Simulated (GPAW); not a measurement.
# Run report: SiH3, geometry relaxation (part 2 of 4)

Continued. System: SiH3, multiplicity 2, SMILES [SiH3]. Method: WC/plane waves, UKS, scalar-relativistic datasets (GPAW 26.7.0). The atoms were displaced at random from an optimised geometry.

Geometry of the input (Å):
```
Si 0.2333  -0.0454  -0.1838
H  0.5913  0.6677  1.1178
H  -0.2420  -1.3848  -0.0406
H  -0.6954  0.7853  -1.0188
```

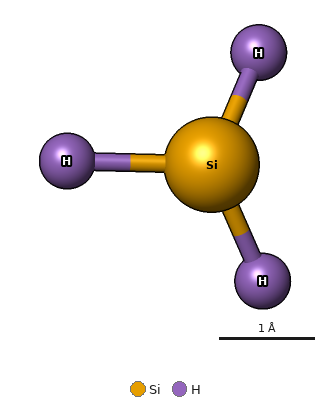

**Figure 1.** The starting structure (ball-and-stick view, seen at a tilt).

## What the program printed, continued
```
Forces  # eV/Ang
|        x |        y |        z |
|----------|----------|----------|
|  0.12563 |  0.00174 | -0.12290 |  # Si   0
| -0.07878 | -0.05653 |  0.00051 |  # H    1
| -0.00241 | -0.03232 |  0.11314 |  # H    2
| -0.04444 |  0.08700 |  0.00919 |  # H    3

Force computation time: 0.508  # s
LBFGS:    2 00:00:50      -13.937473        0.175758
        .----------------------------.
       /|                            |
      / |                            |
     /  |                            |
    /   |                            |
   /    |                            |
  /     |                            |
 *      |                            |
 |      |                            |
 |      |            H               |
 |      |                            |
 |      |           Si               |
 |      |         H                  |
 |      |                            |
 |      |                            |
 |      .----------------------------.
 |     /                            /
 |    /                            /
 |   /                            /
 |  /                            /
 | /                            /
 |/                            /
 *----------------------------*

Atoms  # Å, Bohr magnetons
|   | symbol |        x |        y |        z |    initial magnetic moments |
|---|--------|----------|----------|----------|-----------------------------|
| 0 |     Si | 6.303146 | 6.288973 | 5.764137 | ( 0.0000,  0.0000,  0.3012) |
| 1 |      H | 6.636465 | 6.957888 | 7.059464 | ( 0.0000,  0.0000,  0.0028) |
| 2 |      H | 5.800212 | 4.887735 | 5.919581 | ( 0.0000,  0.0000,  0.0023) |
| 3 |      H | 5.355551 | 7.087226 | 4.933367 | ( 0.0000,  0.0000,  0.0020) |

Unit cell  # Å
| periodic |         x |         y |         z |   lengths |    angles |
|----------|-----------|-----------|-----------|-----------|-----------|
|       no | 12.000000 |  0.000000 |  0.000000 | 12.000000 | 90.000000 |
|       no |  0.000000 | 12.000000 |  0.000000 | 12.000000 | 90.000000 |
|       no |  0.000000 |  0.000000 | 12.000000 | 12.000000 | 90.000000 |

Initialization done in: 1.486 s

convergence criteria:
- Maximum [total energy] change in last 3 cyles: 0.0005 eV / valence electron
- Maximum integral of absolute [dens]ity change: 0.0001 electrons / valence electron
- Maximum integral of absolute [eigenst]ate change: 4e-08 eV^2 / valence electron
maximum number of iterations: 100

SCF iterations
|iter     |     time |      energy | eigst |  dens |  magmom |
|---------|----------|-------------|-------|-------|---------|
|iter:   1| 00:00:51 |  -13.938724c| -3.96 |       |  +1.0012|
|iter:   2| 00:00:53 |  -13.938704c| -5.64 | -2.64 |  +1.0012|
|iter:   3| 00:00:55 |  -13.938610c| -5.14 | -2.68 |  +1.0007|
|iter:   4| 00:00:57 |  -13.938597c| -5.68 | -3.05 |  +1.0003|
|iter:   5| 00:00:59 |  -13.938596c| -6.86 | -3.36 |  +1.0000|
|iter:   6| 00:01:00 |  -13.938596c| -7.68c| -3.99 |  +1.0000|
|iter:   7| 00:01:02 |  -13.938596c| -7.84c| -4.37c|  +1.0000|

Converged in 7 steps
SCF loop duration: 11.093 s (1.585 s/step)
Energy contributions relative to reference atoms: (reference = -7916.985151)

Energy contributions:
  Kinetic:          15.466425
  Coulomb:         -16.909504
  Zero:             -0.013426
  External:          0.000000
  Xc:              -12.482092
  Entropy:           0.000000
  Spinorbit:         0.000000
  ----------------------------
  Free energy:     -13.938596
  Extrapolated:    -13.938596

dipole moment: (-0.000154, 0.002404, 0.010115)  # |e|*Ang

Total magnetic moment: (0.000000, 0.000000, 1.000000)

Local magnetic moments
|        x |        y |        z |
|----------|----------|----------|
| 0.000000 | 0.000000 | 0.301179 |  # Si   0
| 0.000000 | 0.000000 | 0.003012 |  # H    1
| 0.000000 | 0.000000 | 0.002477 |  # H    2
| 0.000000 | 0.000000 | 0.002207 |  # H    3

Fermi levels: -1.893, -4.161
Eigenvalues  # (at kpt = [0.000, 0.000, 0.000])
| band index |      eig [eV] | occ [0-1] |      eig [eV] | occ [0-1] |
|------------|---------------|-----------|---------------|-----------|
|          0 |       -13.152 |     1.000 |       -12.645 |     1.000 |
|          1 |        -8.614 |     1.000 |        -8.433 |     1.000 |
|          2 |        -8.504 |     1.000 |        -8.326 |     1.000 |
|          3 |        -5.080 |     1.000 |        -3.241 |     0.000 |
|          4 |        -0.545 |     0.000 |        -0.357 |     0.000 |
|          5 |        -0.019 |     0.000 |         0.319 |     0.000 |
|          6 |         0.063 |     0.000 |         0.406 |     0.000 |

Gap: 2.696 eV
Transition (v -> c):
  (s=1, k=0, n=3, [0.00, 0.00, 0.00]) -> (s=0, k=0, n=4, [0.00, 0.00, 0.00])
No difference between direct/indirect transitions
vacuum-level: 0.148  # V

Forces  # eV/Ang
|        x |        y |        z |
|----------|----------|----------|
|  0.07457 | -0.07640 | -0.12261 |  # Si   0
| -0.06904 | -0.04248 |  0.01185 |  # H    1
|  0.02622 |  0.04144 |  0.09508 |  # H    2
| -0.03179 |  0.07734 |  0.01565 |  # H    3

Force computation time: 0.471  # s
LBFGS:    3 00:01:03      -13.938596        0.162571
        .----------------------------.
       /|                            |
      / |                            |
     /  |                            |
    /   |                            |
   /    |                            |
  /     |                            |
 *      |                            |
 |      |                            |
 |      |            H               |
 |      |                            |
 |      |           Si               |
 |      |         H                  |
 |      |                            |
 |      |                            |
 |      .----------------------------.
 |     /                            /
 |    /                            /
 |   /                            /
 |  /                            /
 | /                            /
 |/                            /
 *----------------------------*

Atoms  # Å, Bohr magnetons
|   | symbol |        x |        y |        z |    initial magnetic moments |
|---|--------|----------|----------|----------|-----------------------------|
| 0 |     Si | 6.310050 | 6.289814 | 5.757250 | ( 0.0000,  0.0000,  0.3012) |
| 1 |      H | 6.631795 | 6.954298 | 7.058942 | ( 0.0000,  0.0000,  0.0030) |
| 2 |      H | 5.800094 | 4.885831 | 5.926109 | ( 0.0000,  0.0000,  0.0025) |
| 3 |      H | 5.353434 | 7.091873 | 4.934246 | ( 0.0000,  0.0000,  0.0022) |

Unit cell  # Å
| periodic |         x |         y |         z |   lengths |    angles |
|----------|-----------|-----------|-----------|-----------|-----------|
|       no | 12.000000 |  0.000000 |  0.000000 | 12.000000 | 90.000000 |
|       no |  0.000000 | 12.000000 |  0.000000 | 12.000000 | 90.000000 |
|       no |  0.000000 |  0.000000 | 12.000000 | 12.000000 | 90.000000 |

Initialization done in: 1.473 s

convergence criteria:
- Maximum [total energy] change in last 3 cyles: 0.0005 eV / valence electron
- Maximum integral of absolute [dens]ity change: 0.0001 electrons / valence electron
- Maximum integral of absolute [eigenst]ate change: 4e-08 eV^2 / valence electron
maximum number of iterations: 100

SCF iterations
|iter     |     time |      energy | eigst |  dens |  magmom |
|---------|----------|-------------|-------|-------|---------|
|iter:   1| 00:01:04 |  -13.940852c| -3.23 |       |  +1.0032|
|iter:   2| 00:01:06 |  -13.940805c| -4.92 | -2.37 |  +1.0030|
|iter:   3| 00:01:08 |  -13.940539c| -4.79 | -2.41 |  +1.0017|
|iter:   4| 00:01:10 |  -13.940493c| -5.21 | -2.73 |  +1.0005|
|iter:   5| 00:01:12 |  -13.940493c| -6.33 | -3.14 |  +1.0001|
|iter:   6| 00:01:14 |  -13.940493c| -7.40c| -3.73 |  +1.0000|
|iter:   7| 00:01:15 |  -13.940493c| -7.57c| -4.12c|  +1.0000|

Converged in 7 steps
SCF loop duration: 11.178 s (1.597 s/step)
Energy contributions relative to reference atoms: (reference = -7916.985151)

Energy contributions:
  Kinetic:          15.155390
  Coulomb:         -16.662692
  Zero:             -0.013338
  External:          0.000000
  Xc:              -12.419852
  Entropy:           0.000000
  Spinorbit:         0.000000
  ----------------------------
  Free energy:     -13.940493
  Extrapolated:    -13.940493

dipole moment: (0.002654, 0.003283, 0.006413)  # |e|*Ang

Total magnetic moment: (0.000000, 0.000000, 0.999999)

Local magnetic moments
|        x |        y |        z |
|----------|----------|----------|
| 0.000000 | 0.000000 | 0.301213 |  # Si   0
| 0.000000 | 0.000000 | 0.003403 |  # H    1
| 0.000000 | 0.000000 | 0.002931 |  # H    2
| 0.000000 | 0.000000 | 0.002758 |  # H    3

Fermi levels: -1.908, -4.193
Eigenvalues  # (at kpt = [0.000, 0.000, 0.000])
| band index |      eig [eV] | occ [0-1] |      eig [eV] | occ [0-1] |
|------------|---------------|-----------|---------------|-----------|
|          0 |       -13.138 |     1.000 |       -12.631 |     1.000 |
|          1 |        -8.584 |     1.000 |        -8.401 |     1.000 |
|          2 |        -8.492 |     1.000 |        -8.312 |     1.000 |
|          3 |        -5.113 |     1.000 |        -3.272 |     0.000 |
|          4 |        -0.544 |     0.000 |        -0.358 |     0.000 |
|          5 |        -0.024 |     0.000 |         0.319 |     0.000 |
|          6 |         0.046 |     0.000 |         0.401 |     0.000 |

Gap: 2.728 eV
Transition (v -> c):
  (s=1, k=0, n=3, [0.00, 0.00, 0.00]) -> (s=0, k=0, n=4, [0.00, 0.00, 0.00])
No difference between direct/indirect transitions
vacuum-level: 0.148  # V

Forces  # eV/Ang
|        x |        y |        z |
|----------|----------|----------|
| -0.01492 | -0.13463 | -0.08316 |  # Si   0
| -0.05174 | -0.03484 | -0.00564 |  # H    1
|  0.06105 |  0.12947 |  0.05604 |  # H    2
|  0.00580 |  0.03992 |  0.03259 |  # H    3

Force computation time: 0.471  # s
LBFGS:    4 00:01:16      -13.940493        0.158943
        .----------------------------.
       /|                            |
      / |                            |
     /  |                            |
    /   |                            |
   /    |                            |
  /     |                            |
 *      |                            |
 |      |                            |
 |      |            H               |
 |      |                            |
 |      |           Si               |
 |      |         H                  |
 |      |                            |
 |      |                            |
 |      .----------------------------.
 |     /                            /
 |    /                            /
 |   /                            /
 |  /                            /
 | /                            /
 |/                            /
 *----------------------------*

Atoms  # Å, Bohr magnetons
|   | symbol |        x |        y |        z |    initial magnetic moments |
|---|--------|----------|----------|----------|-----------------------------|
| 0 |     Si | 6.315033 | 6.288382 | 5.750667 | ( 0.0000,  0.0000,  0.3012) |
| 1 |      H | 6.627301 | 6.950857 | 7.058276 | ( 0.0000,  0.0000,  0.0034) |
| 2 |      H | 5.801040 | 4.886533 | 5.932063 | ( 0.0000,  0.0000,  0.0029) |
| 3 |      H | 5.352002 | 7.096039 | 4.935536 | ( 0.0000,  0.0000,  0.0028) |

Unit cell  # Å
| periodic |         x |         y |         z |   lengths |    angles |
|----------|-----------|-----------|-----------|-----------|-----------|
|       no | 12.000000 |  0.000000 |  0.000000 | 12.000000 | 90.000000 |
|       no |  0.000000 | 12.000000 |  0.000000 | 12.000000 | 90.000000 |
|       no |  0.000000 |  0.000000 | 12.000000 | 12.000000 | 90.000000 |

Initialization done in: 1.486 s

convergence criteria:
- Maximum [total energy] change in last 3 cyles: 0.0005 eV / valence electron
- Maximum integral of absolute [dens]ity change: 0.0001 electrons / valence electron
- Maximum integral of absolute [eigenst]ate change: 4e-08 eV^2 / valence electron
maximum number of iterations: 100

SCF iterations
|iter     |     time |      energy | eigst |  dens |  magmom |
|---------|----------|-------------|-------|-------|---------|
|iter:   1| 00:01:18 |  -13.941821c| -3.38 |       |  +1.0027|
|iter:   2| 00:01:19 |  -13.941809c| -5.08 | -2.49 |  +1.0025|
|iter:   3| 00:01:21 |  -13.941719c| -5.22 | -2.52 |  +1.0014|
|iter:   4| 00:01:23 |  -13.941704c| -5.53 | -2.81 |  +1.0003|
|iter:   5| 00:01:25 |  -13.941704c| -6.70 | -3.33 |  +1.0000|
|iter:   6| 00:01:27 |  -13.941704c| -7.70c| -3.88 |  +1.0000|
|iter:   7| 00:01:28 |  -13.941704c| -7.97c| -4.33c|  +1.0000|

Converged in 7 steps
SCF loop duration: 11.119 s (1.588 s/step)
Energy contributions relative to reference atoms: (reference = -7916.985151)

Energy contributions:
  Kinetic:          14.996912
  Coulomb:         -16.536217
  Zero:             -0.013330
  External:          0.000000
  Xc:              -12.389070
  Entropy:           0.000000
  Spinorbit:         0.000000
  ----------------------------
  Free energy:     -13.941704
  Extrapolated:    -13.941704

dipole moment: (0.004519, 0.002257, 0.002635)  # |e|*Ang

Total magnetic moment: (0.000000, 0.000000, 0.999998)

Local magnetic moments
|        x |        y |        z |
|----------|----------|----------|
| 0.000000 | 0.000000 | 0.301230 |  # Si   0
| 0.000000 | 0.000000 | 0.003669 |  # H    1
| 0.000000 | 0.000000 | 0.003339 |  # H    2
| 0.000000 | 0.000000 | 0.003221 |  # H    3

Fermi levels: -1.920, -4.220
Eigenvalues  # (at kpt = [0.000, 0.000, 0.000])
| band index |      eig [eV] | occ [0-1] |      eig [eV] | occ [0-1] |
|------------|---------------|-----------|---------------|-----------|
|          0 |       -13.130 |     1.000 |       -12.624 |     1.000 |
|          1 |        -8.554 |     1.000 |        -8.370 |     1.000 |
|          2 |        -8.491 |     1.000 |        -8.309 |     1.000 |
|          3 |        -5.141 |     1.000 |        -3.298 |     0.000 |
|          4 |        -0.542 |     0.000 |        -0.358 |     0.000 |
|          5 |        -0.021 |     0.000 |         0.324 |     0.000 |
|          6 |         0.026 |     0.000 |         0.393 |     0.000 |

Gap: 2.756 eV
Transition (v -> c):
  (s=1, k=0, n=3, [0.00, 0.00, 0.00]) -> (s=0, k=0, n=4, [0.00, 0.00, 0.00])
No difference between direct/indirect transitions
vacuum-level: 0.148  # V

Forces  # eV/Ang
|        x |        y |        z |
|----------|----------|----------|
| -0.05968 | -0.09834 | -0.02913 |  # Si   0
| -0.03815 | -0.04019 | -0.03993 |  # H    1
|  0.06327 |  0.13385 |  0.02767 |  # H    2
|  0.03471 |  0.00463 |  0.04124 |  # H    3

Force computation time: 0.477  # s
LBFGS:    5 00:01:29      -13.941704        0.150613
        .----------------------------.
       /|                            |
      / |                            |
     /  |                            |
    /   |                            |
   /    |                            |
  /     |                            |
 *      |                            |
 |      |                            |
 |      |            H               |
 |      |                            |
 |      |           Si               |
 |      |         H                  |
 |      |                            |
 |      |                            |
 |      .----------------------------.
 |     /                            /
 |    /                            /
 |   /                            /
 |  /                            /
 | /                            /
 |/                            /
 *----------------------------*

Atoms  # Å, Bohr magnetons
|   | symbol |        x |        y |        z |    initial magnetic moments |
|---|--------|----------|----------|----------|-----------------------------|
| 0 |     Si | 6.317712 | 6.285936 | 5.745410 | ( 0.0000,  0.0000,  0.3012) |
| 1 |      H | 6.623260 | 6.947479 | 7.056887 | ( 0.0000,  0.0000,  0.0037) |
| 2 |      H | 5.802800 | 4.889229 | 5.936991 | ( 0.0000,  0.0000,  0.0033) |
| 3 |      H | 5.351609 | 7.099161 | 4.937246 | ( 0.0000,  0.0000,  0.0032) |

Unit cell  # Å
| periodic |         x |         y |         z |   lengths |    angles |
|----------|-----------|-----------|-----------|-----------|-----------|
|       no | 12.000000 |  0.000000 |  0.000000 | 12.000000 | 90.000000 |
|       no |  0.000000 | 12.000000 |  0.000000 | 12.000000 | 90.000000 |
|       no |  0.000000 |  0.000000 | 12.000000 | 12.000000 | 90.000000 |

Initialization done in: 1.484 s

convergence criteria:
- Maximum [total energy] change in last 3 cyles: 0.0005 eV / valence electron
- Maximum integral of absolute [dens]ity change: 0.0001 electrons / valence electron
- Maximum integral of absolute [eigenst]ate change: 4e-08 eV^2 / valence electron
maximum number of iterations: 100
```
